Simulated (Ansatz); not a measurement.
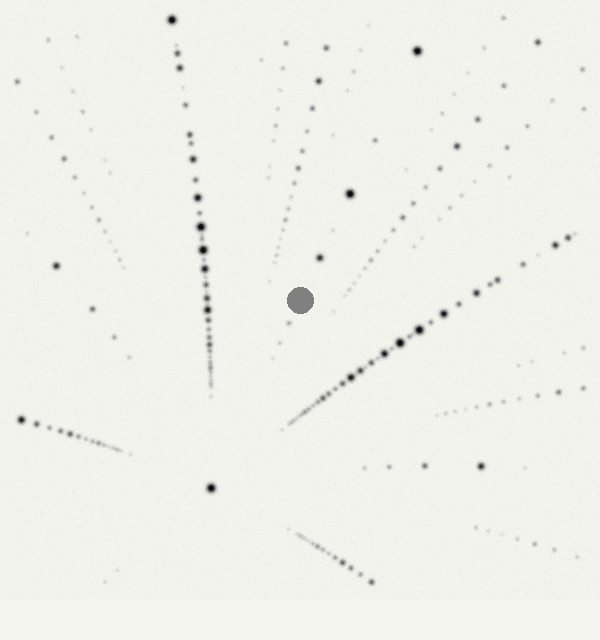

Simulated back-reflection Laue pattern (white X-rays, 0.45 to 2.2 Å, flat plate covering ±45° about the beam, kinematic intensities, seen from the source).

Which symmetry elements lie along the beam?

Answer. m: one mirror line.

The crystal is Ti, space group P6_3/mmc (No. 194), a = 2.931 Å, c = 9.371 Å (hexagonal axes). Structure: coordinates from a relaxation with DFT, r2SCAN, plane waves (500 eV) with PAW, scalar-relativistic (Ansatz 0.2.0); the starting structure was generated, so it need not be a known form of this composition.

The direction [101] points towards the source.
